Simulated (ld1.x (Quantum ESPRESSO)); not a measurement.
W: pseudopotential generation (part 2 of 2)

Continued. System: tungsten (W, Z = 74), core [Kr] 4d10 4f14 5s2, reference valence 5p6 5d4 6s1.5 6p0.5, valence charge 12. Method: TM potential, PBE, scalar-relativistic, made with ld1.x (Quantum ESPRESSO) 7.5.

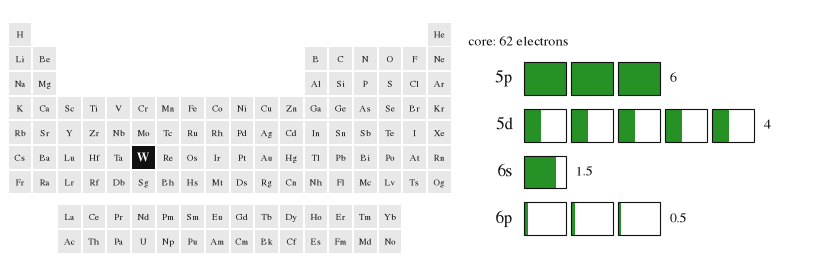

Left, the place of tungsten in the periodic table; right, the valence shells of the reference configuration: a box for each of the 2l + 1 orbitals, shaded by the share of the shell that is filled, with the electron count at the right.

Output of the test run (extracts), continued:
```
     ---------------------- Testing the pseudopotential ----------------------

     W
     scalar relativistic calculation

     atomic number is 74.00   valence charge is 12.00
     dft =PBE   lsd =0 sic =0 latt =0  beta=0.20 tr2=1.0E-14
     mesh =1273 r(mesh) =  99.08072 xmin = -7.00 dx = 0.01250

     n l     nl             e AE (Ry)        e PS (Ry)    De AE-PS (Ry)
     2 1     5P   1( 6.00)       -3.83659       -3.85114        0.01455  !
     3 2     5D   1( 4.00)       -0.95514       -0.97137        0.01623  !
     1 0     6S   1( 0.00)       -0.96177       -0.97578        0.01400  !
     3 1     6P   1( 1.00)       -0.55469       -0.50650       -0.04819  !

     eps = 7.4E-15  iter = 14

     Etot =  -32283.982473 Ry,  -16141.991236 Ha, -439245.958312 eV
     Etotps =  -101.215411 Ry,     -50.607705 Ha,   -1377.105818 eV
     dEtot_ae =       0.891259 Ry
     dEtot_ps =       0.921539 Ry,   Delta E=      -0.030280 Ry

     Ekin =      36.296760 Ry,      18.148380 Ha,     493.842583 eV
     Encl =    -115.634176 Ry,     -57.817088 Ha,   -1573.283111 eV
     Ehrt =      65.371647 Ry,      32.685824 Ha,     889.426574 eV
     Ecxc =     -24.602757 Ry,     -12.301379 Ha,    -334.737563 eV
     (Ecc =     -10.309454 Ry,      -5.154727 Ha,    -140.267267 eV)
     Epseu=     -62.646886 Ry,     -31.323443 Ha,    -852.354301 eV

     ---------------------- End of pseudopotential test ----------------------

     ---------------------- Testing the pseudopotential ----------------------

     W
     scalar relativistic calculation

     atomic number is 74.00   valence charge is 12.00
     dft =PBE   lsd =0 sic =0 latt =0  beta=0.20 tr2=1.0E-14
     mesh =1273 r(mesh) =  99.08072 xmin = -7.00 dx = 0.01250

     n l     nl             e AE (Ry)        e PS (Ry)    De AE-PS (Ry)
     2 1     5P   1( 6.00)       -3.91163       -3.90570       -0.00593  !
     3 2     5D   1( 3.00)       -0.99174       -0.97778       -0.01396  !
     1 0     6S   1( 2.00)       -0.96542       -0.95027       -0.01515  !
     3 1     6P   1( 0.00)       -0.54328       -0.47045       -0.07283  !

     eps = 6.0E-15  iter = 12

     Etot =  -32284.387175 Ry,  -16142.193588 Ha, -439251.464568 eV
     Etotps =  -101.679296 Ry,     -50.839648 Ha,   -1383.417303 eV
     dEtot_ae =       0.486556 Ry
     dEtot_ps =       0.457653 Ry,   Delta E=       0.028903 Ry

     Ekin =      33.558360 Ry,      16.779180 Ha,     456.584750 eV
     Encl =    -116.343557 Ry,     -58.171778 Ha,   -1582.934732 eV
     Ehrt =      65.060256 Ry,      32.530128 Ha,     885.189871 eV
     Ecxc =     -24.400041 Ry,     -12.200020 Ha,    -331.979470 eV
     (Ecc =     -10.309454 Ry,      -5.154727 Ha,    -140.267267 eV)
     Epseu=     -59.554314 Ry,     -29.777157 Ha,    -810.277722 eV

     ---------------------- End of pseudopotential test ----------------------

     ---------------------- Testing the pseudopotential ----------------------

     W
     scalar relativistic calculation

     atomic number is 74.00   valence charge is 12.00
     dft =PBE   lsd =0 sic =0 latt =0  beta=0.20 tr2=1.0E-14
     mesh =1273 r(mesh) =  99.08072 xmin = -7.00 dx = 0.01250

     n l     nl             e AE (Ry)        e PS (Ry)    De AE-PS (Ry)
     2 1     5P   1( 6.00)       -3.45229       -3.48976        0.03747  !
     3 2     5D   1( 3.00)       -0.53871       -0.56327        0.02456  !
     1 0     6S   1( 2.00)       -0.54475       -0.55615        0.01140  !
     3 1     6P   1( 1.00)       -0.17498       -0.13789       -0.03708  !

     eps = 6.5E-15  iter = 16

     Etot =  -32284.740861 Ry,  -16142.370430 Ha, -439256.276706 eV
     Etotps =  -101.978270 Ry,     -50.989135 Ha,   -1387.485049 eV
     dEtot_ae =       0.132871 Ry
     dEtot_ps =       0.158679 Ry,   Delta E=      -0.025809 Ry

     Ekin =      33.788770 Ry,      16.894385 Ha,     459.719635 eV
     Encl =    -121.363987 Ry,     -60.681993 Ha,   -1651.241157 eV
     Ehrt =      69.811859 Ry,      34.905929 Ha,     949.838730 eV
     Ecxc =     -24.667208 Ry,     -12.333604 Ha,    -335.614457 eV
     (Ecc =     -10.309454 Ry,      -5.154727 Ha,    -140.267267 eV)
     Epseu=     -59.547705 Ry,     -29.773852 Ha,    -810.187800 eV

     ---------------------- End of pseudopotential test ----------------------

     ---------------------- Testing the pseudopotential ----------------------

     W
     scalar relativistic calculation

     atomic number is 74.00   valence charge is 12.00
     dft =PBE   lsd =0 sic =0 latt =0  beta=0.20 tr2=1.0E-14
     mesh =1273 r(mesh) =  99.08072 xmin = -7.00 dx = 0.01250

     n l     nl             e AE (Ry)        e PS (Ry)    De AE-PS (Ry)
     2 1     5P   1( 6.00)       -3.04333       -3.01799       -0.02534  !
     3 2     5D   1( 5.00)       -0.24382       -0.22749       -0.01633  !
     1 0     6S   1( 1.00)       -0.37816       -0.36936       -0.00880  !
     3 1     6P   1( 0.00)       -0.08390       -0.05725       -0.02665  !

     eps = 4.9E-15  iter =  9

     Etot =  -32284.923063 Ry,  -16142.461532 Ha, -439258.755698 eV
     Etotps =  -102.194136 Ry,     -51.097068 Ha,   -1390.422048 eV
     dEtot_ae =      -0.049332 Ry
     dEtot_ps =      -0.057186 Ry,   Delta E=       0.007854 Ry

     Ekin =      36.761311 Ry,      18.380655 Ha,     500.163110 eV
     Encl =    -125.178532 Ry,     -62.589266 Ha,   -1703.140690 eV
     Ehrt =      74.449676 Ry,      37.224838 Ha,    1012.939446 eV
     Ecxc =     -25.328734 Ry,     -12.664367 Ha,    -344.614984 eV
     (Ecc =     -10.309454 Ry,      -5.154727 Ha,    -140.267267 eV)
     Epseu=     -62.897856 Ry,     -31.448928 Ha,    -855.768930 eV

     ---------------------- End of pseudopotential test ----------------------
```

Summary:

- outcome: generated; the pseudo-atom misses its reference levels by up to 0.43 eV (6p, which has no pseudo-wave of its own); ld1.x warns of wrong node counts
- reference test: the pseudo-atom misses its own reference levels by up to 0.43 eV
- cutoffs needed: 110 Ry and 140 Ry (the cutoffs, on a coarse ladder, from which the occupation-weighted sum of valence levels, in a spherical-Bessel basis at the reference potential, stays within 10 and 1 mRy of its value at 400 Ry); ghost states and empty shells don't enter this sum
- ghost test: no ghost state below the valence levels in the p, d, s, f channels (spherical-Bessel basis up to 400 Ry, 20 bohr box)
- largest excitation error: +456 meV (all-electron minus pseudo) for 5p6 5d4 6s0 6p0, out of 7 test configurations
- range over which the phases arctan(r u′/u) at the test radius agree within 0.05 rad (a looser test near the poles than one of phase shifts): s: up to about 2.0 Ry; p: up to about -0.8 Ry; d: up to about 1.0 Ry
- hardware: 1 CPU thread, shared host
- wall time: 3.4 s

Notes:

An excitation error of 456 meV in its own tests makes this a poorly transferable potential. ld1.x warns that it found 1 node in place of 0 for 5p. It picks states by counting nodes, so it can end on another state than the one meant. In the reference test the levels of these shells still match within 0.00005 Ry.
